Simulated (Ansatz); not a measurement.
**Ge3H2 (hydrogen-terminated (001) film, symmetric dihydride, 6 layers): converging the G0W0 gap**

Wanted: a G0W0 gap for Ge3H2 (hydrogen-terminated (001) film, symmetric dihydride, 6 layers) that is converged in bands and cutoff, or an estimate of the limit.

Calculated with Ansatz 0.2.0; G0W0 on PBEsol, plane waves, PAW; PAW set soft_1.

## Step 1: The starting structure

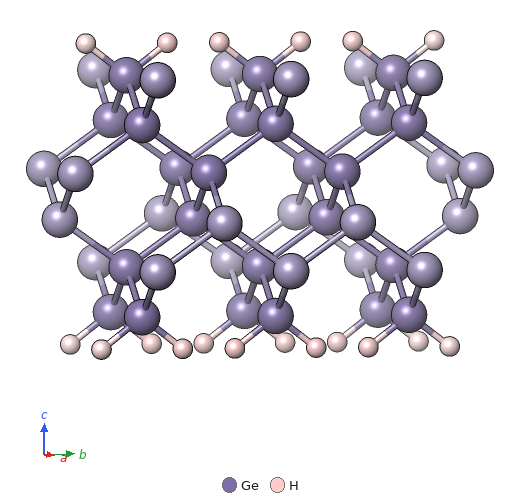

The starting structure, seen from the side, with the c axis up (germanium purple, hydrogen pink). 1×2×1 cells are drawn. Some periodic images of atoms are drawn too.

The cell holds 10 atoms: 6 Ge and 4 H. Its edges and angles: a = 4.001 Å, b = 4.001 Å, c = 40.900 Å, α = 90.0°, β = 90.0°, γ = 90.0°. It derives from Ge. Vacuum lies along c.

Coordinates:

```cif
data_structure
_symmetry_space_group_name_H-M 'P 1'
_symmetry_Int_Tables_number 1
_cell_length_a 4.0008
_cell_length_b 4.0008
_cell_length_c 40.9000
_cell_angle_alpha 90.000
_cell_angle_beta 90.000
_cell_angle_gamma 90.000
_cell_volume 654.67
loop_
_atom_site_label
_atom_site_type_symbol
_atom_site_fract_x
_atom_site_fract_y
_atom_site_fract_z
_atom_site_occupancy
Ge1 Ge 0.00000 0.00000 0.41450 1
Ge2 Ge 0.50000 0.00000 0.44830 1
Ge3 Ge 0.50000 0.50000 0.48278 1
Ge4 Ge 0.00000 0.50000 0.51722 1
Ge5 Ge 0.00000 0.00000 0.55170 1
Ge6 Ge 0.50000 0.00000 0.58550 1
H7 H 0.00000 0.69534 0.39163 1
H8 H 0.00000 0.30466 0.39163 1
H9 H 0.50000 0.69534 0.60837 1
H10 H 0.50000 0.30466 0.60837 1
```

The structure was relaxed with PBEsol (ions only). The runs that relaxed it are not among those shown. The Coulomb interaction is cut off across the vacuum.

## Step 2: 390 empty bands, screening to 41 eV

Now the one-shot GW correction: screening in the RPA, then the self-energy of the levels asked for. This step takes PAW set soft_1 files.

Contents of input.yaml:

```yaml
crystal:
  lattice:
    - [4.000810168, 0.0, 0.0]
    - [0.0, 4.000810168, 0.0]
    - [0.0, 0.0, 40.9]
  atoms:
    - { symbol: Ge, position: [0.0, 0.0, 0.4145041063] }
    - { symbol: Ge, position: [0.5, 0.0, 0.4482977143] }
    - { symbol: Ge, position: [0.5, 0.5, 0.4827847424] }
    - { symbol: Ge, position: [0.0, 0.5, 0.5172152576] }
    - { symbol: Ge, position: [0.0, 0.0, 0.5517022857] }
    - { symbol: Ge, position: [0.5, 0.0, 0.5854958937] }
    - { symbol: H, position: [0.0, 0.6953362577, 0.3916264296] }
    - { symbol: H, position: [1.0, 0.3046637423, 0.3916264296] }
    - { symbol: H, position: [0.5, 0.6953362577, 0.6083735704] }
    - { symbol: H, position: [0.5, 0.3046637423, 0.6083735704] }
  periodic: [true, true, false]
kpoints:
  mp_grid: { grid: [4, 4, 1] }
hamiltonian:
  xc: pbesol
  pseudopotentials: { kind: paw, azcp: { folder: soft_1 }, xc_functional: pbe }
scf:
  occupations: { method: fixed }
gw:
  n_empty_bands: 390
  ecut_chi: 41
  qp_bands: [v3, c3]
  qp_kpoints: band_edges
  screening: { model: contour_deformation }
```

Run with:

```console
$ ansatz run input.yaml --threads 3 --pin off --max-ram 92160MiB --backend cuda --events-out ev --progress --plain --runs-dir out --devices 1 --max-vram 13GiB
```

Numbers of over 12 decimals in the logs are rounded to 6 here.

Log:

```text
GPUs: using 1 of 1 available (devices: 1).
Engine: ansatz 0.2.0, x86_64-unknown-linux-gnu
Pseudopotentials: kind: paw
Pseudopotential: Ge, paw, valence charge 14, recommended cutoff 420 eV (normal), soft_1/Ge.paw.azcp
Pseudopotential: H, paw, valence charge 1, recommended cutoff 420 eV (normal), soft_1/H.paw.azcp
Functional definition: PBEsol
  exchange = pbesol_x
  correlation = pbesol_c
device memory: the entry about to start is reckoned to put 4.9 GiB on a device that reports 51.3 GiB free (of which the cap on the GPU budget leaves the run 13.0 GiB)
GPU FFT provider: cuFFT
GPU libraries: cuBLAS 13.8.2, cuFFT 12.4.0, cuSOLVER 12.3.4
Crystal: 10 atoms, lattice volume = 654.665 Å³
Basis set: ecut = 420 eV, 12809 PW (Γ)
Bands: 54, of which v1, the nominal top of the filled ones, is band 44 counted from 1 (43 counted from 0)
Symmetry: 8 space group operations
Space group: Pmma (ITA 51), of the structure as read, at distance tolerance 8.7e-5 Å
k-points: 9 of 16
Non-local potential: Ge, projectors of the file, l = 0: 2, l = 1: 2, l = 2: 3, l = 3: 1
Non-local potential: H, projectors of the file, l = 0: 2, l = 1: 1
PAW form: soft (Blöchl's): semilocal exchange-correlation on the pseudo side does not see the compensation charge
PAW frozen core: Ge, regenerated for the run's functional, and the local potential with it (the file was generated under x = pbe(κ = 0.804, μ = 0.219515), c = pbe(β = 0.066725))
PAW one-centre angular grid: Ge, 590 points (default); XC on 64 Gauss nodes
PAW one-centre angular grid: H, 110 points (default); XC on 64 Gauss nodes
Initial density: superposition of atomic densities (neutral atoms: chi_scale 0, normalization atom)
Initial wavefunctions: pseudopotential atomic-orbital guess
GPU buffer pool allocated for 209952 grid points (all kernels)
GPU transforms: local potential and band sums: pruned to the plane-wave sphere, on 27×27×288
Functional: x = pbesol(κ = 0.804, μ = 0.123457), c = pbesol(β = 0.046)
SCF iter   1: F=—  HF=-25583.161199 eV  |F-HF|=—  |Δ(HF+E_count)|=         —  Δρ=2.65e-2  dr2=3.91e0  ethr=3.10e-3  ⟨swp⟩=5.8  Hψ=1727  notcnv=0  defer=68
preconditioner: auto → Resta (q_TF=auto, 1.953 Å⁻¹)  ε∞=1.4  [insulator: Δε(μ)=1.288 eV  Ē_g=22.053 eV  n_scr=84 (ndim 8)  ℏωp=13.6 eV  f_vac=0.717  ε∞_Penn≈1.4  vacuum switching on, ρ_ref=3.5e-2 e/Å³]
SCF iter   2: F=—  HF=-25582.264595 eV  |F-HF|=—  |Δ(HF+E_count)|=   8.97e-1  Δρ=1.13e-2  dr2=8.59e-1  ethr=3.10e-3  ⟨swp⟩=2.7  Hψ=697  notcnv=0  defer=70
SCF iter   3: F=—  HF=-25582.388390 eV  |F-HF|=—  |Δ(HF+E_count)|=   1.24e-1  Δρ=5.29e-3  dr2=1.90e0  ethr=9.76e-4  ⟨swp⟩=4.2  Hψ=856  notcnv=0  defer=70
SCF iter   4: F=—  HF=-25582.071354 eV  |F-HF|=—  |Δ(HF+E_count)|=   3.17e-1  Δρ=1.35e-3  dr2=9.93e-3  ethr=9.76e-4  ⟨swp⟩=4.0  Hψ=699  notcnv=0  defer=72
SCF iter   5: F=—  HF=-25582.070212 eV  |F-HF|=—  |Δ(HF+E_count)|=   1.14e-3  Δρ=4.85e-4  dr2=7.47e-4  ethr=1.13e-5  ⟨swp⟩=3.3  Hψ=729  notcnv=0  defer=72
SCF iter   6: F=—  HF=-25582.070501 eV  |F-HF|=—  |Δ(HF+E_count)|=   2.89e-4  Δρ=8.79e-5  dr2=3.70e-5  ethr=8.49e-7  ⟨swp⟩=3.4  Hψ=977  notcnv=0  defer=72
SCF iter   7: F=—  HF=-25582.070504 eV  |F-HF|=—  |Δ(HF+E_count)|=   3.06e-6  Δρ=2.34e-5  dr2=2.69e-6  ethr=4.21e-8  ⟨swp⟩=2.4  Hψ=878  notcnv=0  defer=72
SCF iter   8: F=—  HF=-25582.070505 eV  |F-HF|=—  |Δ(HF+E_count)|=   9.15e-7  Δρ=7.26e-6  dr2=2.62e-7  ethr=3.05e-9  ⟨swp⟩=2.9  Hψ=920  notcnv=0  defer=72
SCF iter   9: F=-25582.070505 eV  HF=-25582.070505 eV  |F-HF|=7.64e-10  |Δ(HF+E_count)|=   2.89e-7  Δρ=1.51e-6  dr2=1.10e-8  ethr=1.14e-10  ⟨swp⟩=17.2  Hψ=2554  notcnv=0
SCF 1 converged in 9 iterations: F = -25582.070505 eV  dr2 = 1.10e-8
  greatest PAW one-centre occupation: 0.998 electrons in one spin orbital (limit 2), on the Ge atom at site 5 (counted from 0), in its partial waves of l = 2
device memory: the entry about to start is reckoned to put 5.8 GiB (of the 6.0 GiB reckoned in all, the device holds 0.1 GiB already) on a device that reports 52.6 GiB free (of which the cap on the GPU budget leaves the run 12.9 GiB)
NSCF: frozen V_eff on 9 k-points
the band table was solved once the SCF had ended and its energy, with any forces and stress, was formed, with the checks that follow a solve (2413 applications of the Hamiltonian). They found nothing against the state; the energy, forces and stress were not computed again (output.eigenvalues in the input reference)
device memory: the entry about to start is reckoned to put 6.9 GiB on a device that reports 55.8 GiB free (of which the cap on the GPU budget leaves the run 13.0 GiB)
NSCF: frozen V_eff on 9 k-points
G₀W₀ screening: q 1/9
[... further progress lines ...]
SCF converged after 9 iterations
Free energy (F): -25582.070505 eV
Harris-Foulkes:  -25582.070505 eV  (|F-HF|=7.64e-10)
Internal energy: -25582.070505 eV  (E = F + TS)
E sigma→0 (E₀):  -25582.070505 eV
Fermi energy:    -4.710444 eV
--- Per-component energies (eV) ---
  E_band       = -1994.422468
  E_kinetic    = 610.952317
  E_local      = -332820.778751  (includes V_loc(G=0)·N_el)
  E_nonlocal   = 1323.520319
  E_hartree    = 165544.457485
  E_xc         = -460.178264
  E_vxc        = -434.823064  (∫ρ·V_xc dr)
  E_paw        = -11841.783172  (= ΣΔE_a)
  E_vpaw       = -1762.219222  (= ΣTr[D̂ρ^β])
  E_aug_tail   = -0.003598  (compensation charges beyond the density's cutoff)
  E_ewald      = 152056.235533
  E_core_change = 5.507627  (= ΣΔE_core)
  E_smearing   = -0.000000  (= −TS)
  E_closure    = 0.000000  (closes the sum)
  Σ components = -25582.070505   (vs F -25582.070505, Δ=0.00e0)
--- Band table (eV; the first three rows and the last of 9) ---
  k-point 0: bands = [... 40 lower, -5.9518, -5.8470, -4.7241, -4.7104, -3.4887, -3.2261, -3.0224, -2.3123, ... 6 higher]
  k-point 1: bands = [... 40 lower, -6.3820, -5.7157, -5.3483, -4.8411, -3.0594, -2.8189, -2.5339, -1.1591 (-1.1591°), ... 6 higher]
  k-point 2: bands = [... 40 lower, -5.8525, -5.5500, -5.4976, -5.4405, -3.4109, -2.7758, -2.1510, -0.9707, ... 6 higher]
  k-point 8: bands = [... 40 lower, -7.5942, -7.5942, -7.2345, -7.2345, -2.7729, -2.7729, -2.1497, -2.1497, ... 6 higher]
  ° read free of the cell's end (the report's vacuum.weakly_bound_levels)
--- G₀W₀: contour deformation, 6 samples at zero and on the imaginary axis and 2 off it, 16 q-points, 390 empty bands' worth ---
  eigenvalues of the whole cell's RPA ε∞ on this k-mesh (on a slab, of 1 + 4πα/V) = 1.2164, 6.7274, 6.8074; static W/v taken at q = 0 is 0.335791
  gw.qp_kpoints: band_edges: 6 of 9 stored k-points solved, in 1 pass; an edge of the gap read off the rows below is read off those points alone
    valence top: of the k-points left out ik 4 came nearest to being solved in a further pass, in band 44 (counted from 1, as in the quasiparticle table): it holds the edge there only if its correction is more favourable than any solved in that band by at least 1.075 eV; those differ by 0.237 eV
    conduction bottom: of the k-points left out ik 5 came nearest to being solved in a further pass, in band 45 (counted from 1, as in the quasiparticle table): it holds the edge there only if its correction is more favourable than any solved in that band by at least 0.622 eV; those differ by 0.342 eV
    ik  band        ε_KS         Σx   Σc(E_QP)       V_xc       Z   E_QP_lin       E_QP  E_QP is
     0    42     -5.8470   -15.2115     1.4212   -13.8472  0.7325    -5.7902    -5.7901  root
     0    43     -4.7241   -15.2354     1.3197   -13.9191  0.7391    -4.7207    -4.7207  root
     0    44     -4.7104   -15.7444     1.5612   -14.0990  0.7388    -4.7949    -4.7947  root
     0    45     -3.4887    -9.3489    -3.2686   -13.3141  0.7469    -2.7704    -2.7920  root
     0    46     -3.2261    -7.4594    -3.4618   -11.3398  0.7453    -2.8007    -2.8075  root
     0    47     -3.0224    -8.8258    -3.4298   -12.8886  0.7450    -2.3717    -2.3893  root
     1    42     -5.7157   -15.3012     1.7328   -13.4497  0.7233    -5.8351    -5.8344  root
     1    43     -5.3483   -15.2930     1.5598   -13.6419  0.7357    -5.4398    -5.4396  root
     1    44     -4.8411   -15.4250     1.4121   -14.0070  0.7377    -4.8470    -4.8470  root
     1    45     -3.0594    -8.5790    -3.3310   -12.5324  0.7448    -2.4199    -2.4371  root
     1    46     -2.8189    -7.9125    -3.5107   -11.9145  0.7423    -2.3175    -2.3277  root
     1    47     -2.5339    -9.7149    -3.3991   -13.8539  0.7395    -1.7665    -1.7941  root
     2    42     -5.5500   -15.3767     1.6732   -13.6564  0.7324    -5.5972    -5.5971  root
     2    43     -5.4976   -15.4625     1.6847   -13.6800  0.7280    -5.5957    -5.5954  root
     2    44     -5.4405   -15.5168     1.6781   -13.7529  0.7294    -5.5266    -5.5264  root
     2    45     -3.4109    -9.1288    -3.2436   -12.9958  0.7453    -2.7713    -2.7875  root
     2    46     -2.7758    -9.5338    -3.3226   -13.5523  0.7417    -2.0568    -2.0799  root
     2    47     -2.1510    -8.5325    -3.6929   -12.9100  0.7329    -1.4448    -1.4665  root
     3    42     -5.8583   -15.9626     2.1363   -13.5621  0.7212    -6.1256    -6.1225  root
     3    43     -5.7069   -14.5545     1.3816   -13.1439  0.7328    -5.7360    -5.7360  root
     3    44     -4.9008   -15.7021     1.5803   -14.0546  0.7371    -4.9681    -4.9679  root
     3    45     -2.9323    -8.3137    -3.4813   -12.3620  0.7442    -2.3516    -2.3653  root
     3    46     -2.9216    -9.4304    -3.4256   -13.5710  0.7423    -2.1824    -2.2066  root
     3    47     -2.0432    -7.3612    -3.5453   -11.4360  0.7433    -1.5030    -1.5137  root
[...]
6    46     -3.2132    -9.0824    -3.3431   -13.0866  0.7458    -2.5327    -2.5521  root
     6    47     -1.2384    -7.7364    -3.8347   -12.2278  0.7323    -0.5610    -0.5817  root
     8    42     -7.5942   -14.6153     2.2233   -12.2267  0.7057    -7.7604    -7.7595  root
     8    43     -7.2345   -15.1815     2.3048   -12.6339  0.7079    -7.4799    -7.4773  root
     8    44     -7.2345   -15.1815     2.3048   -12.6339  0.7079    -7.4799    -7.4773  root
     8    45     -2.7729    -6.8273    -3.4582   -10.6402  0.7471    -2.4135    -2.4182  root
     8    46     -2.7729    -6.8273    -3.4582   -10.6402  0.7471    -2.4135    -2.4182  root
     8    47     -2.1497    -7.3705    -3.5449   -11.3417  0.7446    -1.7159    -1.7234  root
```

Run time: 26 s. Hardware: 1 × NVIDIA H100 80GB HBM3 (shared by 6 runs) with 3 threads of AMD EPYC 7R13 (Zen 3), shared host; peak memory 2.4 GiB; 38 s of CPU time.

The column dr2 measures how far the density is from self-consistency, as an energy; F and HF (Harris–Foulkes) agree once it is small.

This step gave:

- bands summed: 434
- plane waves in the screening matrix: 367
- q-points in the mesh: 16
- G0W0 gap on the mesh: 1.913 eV
- k of the valence top: 0, 0, 0
- k of the conduction bottom: 0, 0, 0
- starting gap on the mesh: 1.222 eV
- Z at the valence top: 0.7391
- Z at the conduction bottom: 0.7453
- least direct G0W0 gap on the computed points: 1.913 eV

The gap on the mesh goes from 1.22 eV to 1.91 eV, a correction of +0.69 eV, though a band edge has moved to another state.

## Step 3: 965 empty bands, screening to 75 eV

Another rung: the empty bands reach about as high as the screening cutoff, so the two stay in balance.

Changes to input.yaml since step 2:

```diff
@@ -24,5 +24,6 @@
   occupations: { method: fixed }
+  convergence: { dr2_threshold: 1.0e-10 }
 gw:
-  n_empty_bands: 390
-  ecut_chi: 41
+  n_empty_bands: 965
+  ecut_chi: 75.0
   qp_bands: [v3, c3]
```

Log:

```text
GPUs: using 1 of 1 available (devices: 1).
[...]
GPU FFT provider: cuFFT
GPU libraries: cuBLAS 13.8.2, cuFFT 12.4.0, cuSOLVER 12.3.4
Crystal: 10 atoms, lattice volume = 654.665 Å³
Basis set: ecut = 420 eV, 12809 PW (Γ)
Bands: 54, of which v1, the nominal top of the filled ones, is band 44 counted from 1 (43 counted from 0)
[... 1 set-up line as in the run before ...]
[...]
k-points: 9 of 16
[...]
GPU buffer pool allocated for 209952 grid points (all kernels)
[...]
SCF iter   1: F=—  HF=-25583.161199 eV  |F-HF|=—  |Δ(HF+E_count)|=         —  Δρ=2.65e-2  dr2=3.91e0  ethr=3.10e-3  ⟨swp⟩=5.8  Hψ=1727  notcnv=0  defer=68
[...]
SCF iter  11: F=-25582.070505 eV  HF=-25582.070505 eV  |F-HF|=5.82e-11  |Δ(HF+E_count)|=  2.26e-10  Δρ=1.06e-7  dr2=5.57e-11  ethr=1.00e-12  ⟨swp⟩=18.1  Hψ=2627  notcnv=0
SCF 1 converged in 11 iterations: F = -25582.070505 eV  dr2 = 5.57e-11
[...]
NSCF: frozen V_eff on 9 k-points
[...]
G₀W₀ screening: q 1/9
[... further progress lines ...]
SCF converged after 11 iterations
Free energy (F): -25582.070505 eV
[...]
Internal energy: -25582.070505 eV  (E = F + TS)
E sigma→0 (E₀):  -25582.070505 eV
Fermi energy:    -4.710460 eV
[...]
--- Band table (eV; the first three rows and the last of 9) ---
  k-point 0: bands = [... 40 lower, -5.9518, -5.8471, -4.7241, -4.7105, -3.4887, -3.2261, -3.0224, -2.3123, ... 6 higher]
  k-point 1: bands = [... 40 lower, -6.3820, -5.7158, -5.3483, -4.8411, -3.0594, -2.8189, -2.5339, -1.1591 (-1.1591°), ... 6 higher]
  k-point 2: bands = [... 40 lower, -5.8526, -5.5501, -5.4976, -5.4405, -3.4109, -2.7758, -2.1511, -0.9707, ... 6 higher]
  k-point 8: bands = [... 40 lower, -7.5942, -7.5942, -7.2345, -7.2345, -2.7729, -2.7729, -2.1497, -2.1497, ... 6 higher]
  ° read free of the cell's end (the report's vacuum.weakly_bound_levels)
[...]
bands read: the sum over 1009 bands ends inside a degenerate multiplet in 3 slots, whose members it reads at an even weight; the widest, k=6: bands 1009 to 1010 (counted from 1) at 1/2 each
[...]
0    42     -5.8471   -15.2115     1.1107   -13.8472  0.7285    -6.1030    -6.1006  root
     0    43     -4.7241   -15.2354     0.9895   -13.9191  0.7354    -5.0546    -5.0509  root
     0    44     -4.7105   -15.7444     1.2349   -14.0990  0.7340    -5.1271    -5.1209  root
     0    45     -3.4887    -9.3489    -3.5086   -13.3142  0.7451    -3.0241    -3.0321  root
     0    46     -3.2261    -7.4594    -3.6283   -11.3398  0.7445    -2.9717    -2.9740  root
     0    47     -3.0224    -8.8257    -3.6552   -12.8886  0.7431    -2.6085    -2.6148  root
     1    42     -5.7158   -15.3012     1.4238   -13.4497  0.7205    -6.1475    -6.1434  root
     1    43     -5.3483   -15.2930     1.2512   -13.6419  0.7313    -5.7542    -5.7482  root
[...]
8    44     -7.2345   -15.1816     2.0437   -12.6339  0.7052    -7.7510    -7.7385  root
     8    45     -2.7729    -6.8273    -3.6023   -10.6402  0.7464    -2.5608    -2.5623  root
     8    46     -2.7729    -6.8273    -3.6023   -10.6402  0.7464    -2.5608    -2.5623  root
     8    47     -2.1497    -7.3705    -3.7174   -11.3417  0.7434    -1.8936    -1.8959  root
```

It took 55 s on 1 × NVIDIA H100 80GB HBM3 (shared by 6 runs) with 3 threads; peak memory 4.9 GiB; 91 s of CPU time.

This step gave:

```
bands summed                                 : 1009
plane waves in the screening matrix          : 925
q-points in the mesh                         : 16
G0W0 gap on the mesh                         : 2.019 eV
k of the valence top                         : 0, 0, 0
k of the conduction bottom                   : 0, 0, 0
starting gap on the mesh                     : 1.222 eV
Z at the valence top                         : 0.7354
Z at the conduction bottom                   : 0.7451
least direct G0W0 gap on the computed points : 2.019 eV
```

Against the run with 4×4×1 mesh, 390 empty bands, screening to 41 eV, PAW set soft_1 files, the gap moves by +0.11 eV.

## Step 4: Side by side

Times are wall times on 1 × NVIDIA H100 80GB HBM3 (shared by 6 runs) with 3 threads of AMD EPYC 7R13 (Zen 3), shared host, good to a factor of about two.

```
 mesh           files            frequency  bands summed  cutoff (eV)  start (eV)  G0W0 (eV)  time  host memory (GiB)
4×4×1  PAW set soft_1  contour deformation           434           41       1.222      1.913  26 s                2.4
4×4×1  PAW set soft_1  contour deformation          1009           75       1.222      2.019  55 s                4.9
```

How the two edges are built up, in eV (the quasiparticle level is the starting level plus Σx plus Σc less Vxc):

```
       run               edge  start      Σx     Σc     Vxc     Z     QP
 434 bands        valence top  -4.72  -15.24   1.32  -13.92  0.74  -4.72
 434 bands  conduction bottom  -3.23   -7.46  -3.46  -11.34  0.75  -2.81
1009 bands        valence top  -4.72  -15.24   0.99  -13.92  0.74  -5.05
1009 bands  conduction bottom  -3.49   -9.35  -3.51  -13.31  0.75  -3.03
```

 Where G0W0 reorders the edges (434 bands), the two states listed lie further apart at the start than the starting gap.

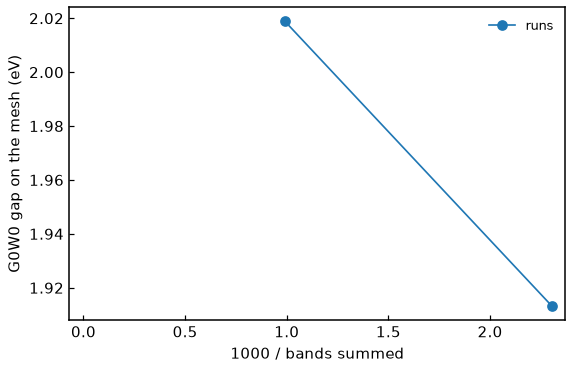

The gap against one over the number of bands.

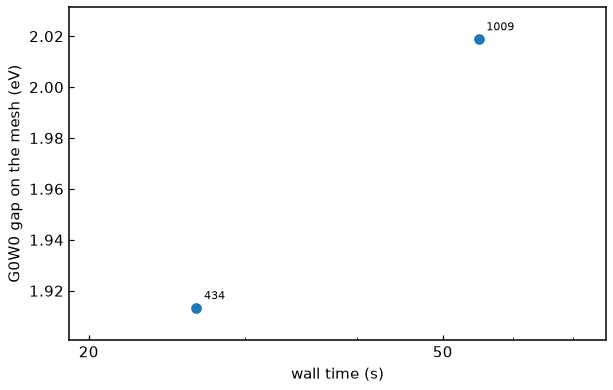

Result against wall time.

## Step 5: Summary of results

| Quantity | Value |
| --- | --- |
| 434 bands, 41 eV | 1.913 eV |
| 1009 bands, 75 eV | 2.019 eV |
| mesh and start | 4×4×1, PBEsol |

In words: From 434 to 1009 bands the gap moves by +0.11 eV while the time grows 2.1-fold. The states at the edges change along the series or lie close to crossing, so no limit is drawn from it. In a film the band edges may be surface states, so its gap need not approach the bulk's. At these cutoffs the gaps of films stand short of the band limit, often by tenths of an eV, while the trend with thickness is less touched. The mesh in the plane is coarse for a sheet; gap and any exciton binding can still move on denser ones. The many-body steps are scalar-relativistic: spin-orbit coupling is not in them.

[Paths, hosts, dates, memory and timing lines, banners, echoed tables and standing remarks are left out of the program output.]

[Logs are printed without paths, hosts, clocks, repeated set-up lines and the standing remarks that a program may print on its own settings, such as how far it seeks lower states.]

[Runs of the session that timed out or met a known fault of the program may be left out.]

[Cells called generated may have been cut or substituted from an entry of the Crystallography Open Database or the Materials Project.]

[Hosts, paths, dates, database ids (printed as entryN), source tags and the programs' standing remarks are cut or masked in the printed files.]
